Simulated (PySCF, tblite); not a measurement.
**C5H7NOSi: geometry, infrared bands and NMR shifts**

Wanted: the infrared bands and NMR shifts of C5H7NOSi (`CO[SiH2]C1=C[C@@H]1C#N`), by calculation.

Computed with tblite 0.8.0 and PySCF 2.14.0, with density-fitted response routines of our own, on a single molecule in the gas phase. Atoms count from 0, in the outputs and in this text.

## 1. The molecule as given

15 atoms, charge 0, multiplicity 1; geometry from: force field or distance geometry start.

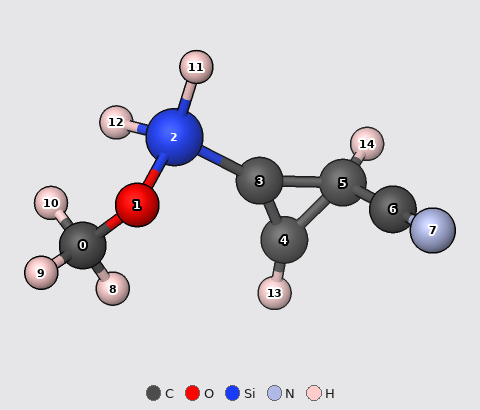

As it starts; carbon dark grey, oxygen red, silicon blue, nitrogen light blue, hydrogen pink, atoms numbered.

## 2. Geometry optimisation with GFN2-xTB

Job settings and geometry (Å):

```
{"job": {"kind": "relax", "xc": "GFN2-xTB", "basis": "xTB"}, "charge": 0, "multiplicity": 1}
C     -2.458000    -0.350100     0.626500
O     -1.695800     0.820300     0.627200
Si    -0.787500     0.789800    -0.832800
C      0.823500    -0.015700    -0.439100
C      1.390300    -1.116200     0.050600
C      2.307000    -0.031100    -0.366600
C      2.886700     0.708100     0.764900
N      3.347900     1.299500     1.664800
H     -1.814800    -1.206200     0.949100
H     -3.338600    -0.197800     1.301700
H     -2.832800    -0.498700    -0.410000
H     -0.559900     2.145500    -1.350200
H     -1.520500    -0.054000    -1.785300
H      1.336100    -2.129200     0.455600
H      2.912000    -0.156200    -1.278100
```

On the command line:

```sh
$ OMP_NUM_THREADS=1 python probes_run.py task.json out
```

One launch serves the whole session: the jobs run in the order shown.

**Question.** This job is followed by: GFN2-xTB harmonic vibrations, gas phase; GIAO PBE0/pcSseg-1 NMR shielding, non-relativistic, gas phase. What will the session give for the following? strongest single infrared mode (GFN2-xTB); zero-point energy (GFN2-xTB); 13C shifts against TMS (PBE0/pcSseg-1); 1H shifts against TMS (PBE0/pcSseg-1, means over atoms taken as alike); 17O shifts against H2O (PBE0/pcSseg-1); 29Si shifts against TMS (PBE0/pcSseg-1); 15N shifts against NH3 (PBE0/pcSseg-1).

**Answer**, as computed:

| quantity | value |
| --- | --- |
| strongest single infrared mode (GFN2-xTB) | 2387 cm⁻¹, 306 km/mol |
| zero-point energy (GFN2-xTB) | 64.3 kcal/mol |
| 13C shifts against TMS (PBE0/pcSseg-1) | 128.8, 127.8, 121.2, 54.2, 0.7 ppm |
| 1H shifts against TMS (PBE0/pcSseg-1, means over atoms taken as alike) | 7.74, 5.39, 5.33, 3.96, 1.57 ppm |
| 17O shifts against H2O (PBE0/pcSseg-1) | 3.1 ppm |
| 29Si shifts against TMS (PBE0/pcSseg-1) | -37.8 ppm |
| 15N shifts against NH3 (PBE0/pcSseg-1) | 284.9 ppm |

The optimisation took 147 steps and gained 0.885 eV; among the close pairs (by a distance rule), O1–Si2 changed most, from 1.720 to 1.615 Å. All 39 modes are real, so the xTB geometry is a minimum. The strongest single mode, at 2387 cm⁻¹, moves mainly C6 and N7. GFN2-xTB is a fitted tight-binding method: band positions and strengths are rough. Its intensities can rank the bands wrongly. The most deshielded hydrogen is H13 (hydrogen on an alkene CH), at 7.74 ppm: olefinic region. At PBE0/pcSseg-1: Shielding is most anisotropic at N7 (span 510 ppm, paramagnetic term -357 ppm).
